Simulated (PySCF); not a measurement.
**Two runs on C₃H₆SSi**

System: C₃H₆SSi.
Method of the first run: GIAO PBE0/6-31G NMR shielding, non-relativistic, gas phase (PySCF 2.14.0).

The geometry comes from this level: PBE0-D3(BJ)/def2-SVP. Text and figures count atoms from 1; the logs count them from 0 in places.

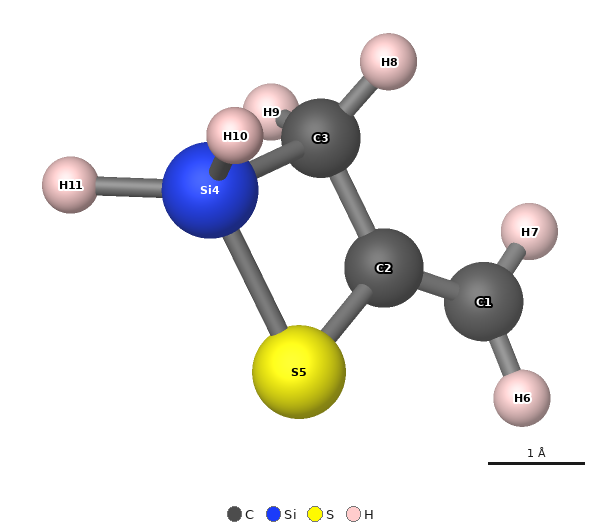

Fig. 1: The input geometry (ball-and-stick view, seen at a tilt; atoms are numbered from 1 in the order of the input).

### The input, the first run
```
{"job": {"kind": "nmr", "xc": "PBE0", "basis": "6-31G", "pop": true}, "charge": 0, "multiplicity": 1}
C      1.965688    -0.489386     0.402952
C      0.658977    -0.404123     0.150165
C     -0.135990     0.810871    -0.299318
Si    -1.797994    -0.082930    -0.163903
S     -0.516226    -1.756415     0.311232
H      2.430123    -1.420246     0.735864
H      2.603616     0.389416     0.277366
H      0.006844     1.682992     0.357160
H      0.119460     1.110930    -1.328544
H     -2.701254     0.355980     0.940228
H     -2.601617    -0.232344    -1.411937
```

The first line tells a small driver script what to run in PySCF; the rest is the geometry in Å.

Command:
```bash
OMP_NUM_THREADS=1 python <driver script> task.json out
```

Hardware: 1 CPU thread, shared host.

### Output (the first run)
```
coarse grid: 10232 points
cycle   1  E = -805.0824706767  dE =  6.022e-01  |g| = 3.614e-01  |ddm| = 3.283e+00
cycle   2  E = -805.0653318827  dE =  1.714e-02  |g| = 4.406e-01  |ddm| = 1.177e+00
cycle   3  E = -805.1238791514  dE = -5.855e-02  |g| = 7.186e-02  |ddm| = 6.199e-01
cycle   4  E = -805.1251711592  dE = -1.292e-03  |g| = 2.431e-02  |ddm| = 1.010e-01
cycle   5  E = -805.1253435608  dE = -1.724e-04  |g| = 2.645e-03  |ddm| = 3.958e-02
cycle   6  E = -805.1253454045  dE = -1.844e-06  |g| = 1.256e-03  |ddm| = 5.945e-03
final grid: 89528 points
cycle   7  E = -805.0645735867  dE = -2.127e-06  |g| = 7.892e-03  |ddm| = 2.217e-02
cycle   8  E = -805.0645563204  dE =  1.727e-05  |g| = 1.083e-02  |ddm| = 2.767e-02
cycle   9  E = -805.0645924872  dE = -3.617e-05  |g| = 5.787e-04  |ddm| = 1.744e-02
cycle  10  E = -805.0645925702  dE = -8.306e-08  |g| = 1.522e-04  |ddm| = 7.332e-04
cycle  11  E = -805.0645925771  dE = -6.898e-09  |g| = 3.985e-05  |ddm| = 2.690e-04
cycle  12  E = -805.0645925776  dE = -4.761e-10  |g| = 1.205e-05  |ddm| = 7.062e-05
converged SCF energy = -805.0645925776

GIAO shielding tensors (ppm)
atom      isotropic    diamagn.    paramagn.     s11        s22        s33       span
  0 C       88.184     256.232    -168.048    -12.616    119.858    157.310    169.925
  1 C       55.998     265.425    -209.427    -35.874     71.793    132.075    167.949
  2 C      173.627     251.766     -78.139    139.972    172.323    208.585     68.613
  3 Si     442.752     880.022    -437.269    391.827    454.181    482.249     90.422
  4 S      579.805    1055.941    -476.135    406.139    440.227    893.050    486.911
  5 H       27.205      30.235      -3.030     23.606     25.828     32.181      8.575
  6 H       27.157      31.250      -4.093     23.118     26.192     32.161      9.043
  7 H       29.870      30.861      -0.991     25.302     28.178     36.130     10.828
  8 H       29.645      30.627      -0.982     25.502     28.097     35.336      9.834
  9 H       27.678      28.423      -0.745     24.554     25.351     33.128      8.574
 10 H       27.777      28.436      -0.659     24.565     25.402     33.366      8.801
```

For the second run the input was changed thus:
```diff
-"basis": "6-31G"
+"basis": "STO-3G"
```

Predict how the results change.

The total energy of the second run is 5652.4 kcal/mol higher, which measures the change of basis and not a stability. The HOMO goes from −6.22 to −3.22 eV. The LUMO goes from −0.27 to 4.18 eV. The dipole moment goes from 2.53 to 1.80 D. Of all shieldings, the largest change is that of S5, by +106.5 ppm. The number of SCF iterations is the same. The basis functions go from 65 to 39.

### Output (the second run)
```
coarse grid: 10232 points
cycle   1  E = -796.0379605175  dE =  1.996e-01  |g| = 3.237e-01  |ddm| = 4.289e+00
cycle   2  E = -796.0342715495  dE =  3.689e-03  |g| = 3.652e-01  |ddm| = 1.218e+00
cycle   3  E = -796.0824180868  dE = -4.815e-02  |g| = 6.504e-02  |ddm| = 6.241e-01
cycle   4  E = -796.0836337892  dE = -1.216e-03  |g| = 1.991e-02  |ddm| = 1.065e-01
cycle   5  E = -796.0837556860  dE = -1.219e-04  |g| = 4.975e-03  |ddm| = 3.291e-02
cycle   6  E = -796.0837649082  dE = -9.222e-06  |g| = 9.270e-04  |ddm| = 1.021e-02
final grid: 89528 points
cycle   7  E = -796.0569111223  dE = -2.809e-06  |g| = 3.782e-03  |ddm| = 1.251e-02
cycle   8  E = -796.0569086247  dE =  2.498e-06  |g| = 4.697e-03  |ddm| = 1.274e-02
cycle   9  E = -796.0569160968  dE = -7.472e-06  |g| = 6.863e-04  |ddm| = 7.070e-03
cycle  10  E = -796.0569162420  dE = -1.452e-07  |g| = 5.581e-05  |ddm| = 9.453e-04
cycle  11  E = -796.0569162434  dE = -1.344e-09  |g| = 2.223e-05  |ddm| = 1.543e-04
cycle  12  E = -796.0569162436  dE = -2.005e-10  |g| = 4.540e-06  |ddm| = 4.417e-05
converged SCF energy = -796.0569162436

GIAO shielding tensors (ppm)
atom      isotropic    diamagn.    paramagn.     s11        s22        s33       span
  0 C      136.057     254.257    -118.201     43.675    157.578    206.918    163.243
  1 C      101.419     257.148    -155.730     23.408    104.577    176.270    152.862
  2 C      210.166     249.229     -39.063    182.605    206.794    241.098     58.493
  3 Si     533.730     869.951    -336.221    478.282    528.788    594.120    115.838
  4 S      686.260    1045.221    -358.961    452.114    615.311    991.357    539.244
  5 H       28.042      30.754      -2.711     24.944     25.829     33.354      8.411
  6 H       28.052      31.515      -3.463     24.400     26.148     33.606      9.206
  7 H       30.958      31.831      -0.872     26.580     28.029     38.266     11.686
  8 H       30.785      31.708      -0.923     26.658     28.048     37.647     10.989
  9 H       30.105      30.746      -0.641     26.722     27.335     36.258      9.536
 10 H       30.112      30.588      -0.476     26.739     27.207     36.390      9.651
```

### The two runs side by side

| quantity | the first run | the second run |
| --- | --- | --- |
| outcome | converged | converged |
| total energy (hartree) | −805.064593 | −796.056916 |
| HOMO (eV) | −6.22 | −3.22 |
| LUMO (eV) | −0.27 | 4.18 |
| dipole moment (D) | 2.53 | 1.80 |
| shielding of C1 (ppm) | 88.2 | 136.1 |
| shielding of C2 (ppm) | 56.0 | 101.4 |
| shielding of C3 (ppm) | 173.6 | 210.2 |
| shielding of Si4 (ppm) | 442.8 | 533.7 |
| shielding of S5 (ppm) | 579.8 | 686.3 |
| shielding of H10 (ppm) | 27.7 | 30.1 |
| shielding of H11 (ppm) | 27.8 | 30.1 |
| SCF iterations | 12 | 12 |
| basis functions | 65 | 39 |
| wall time (shared host) | 9.2 s | 4.7 s |
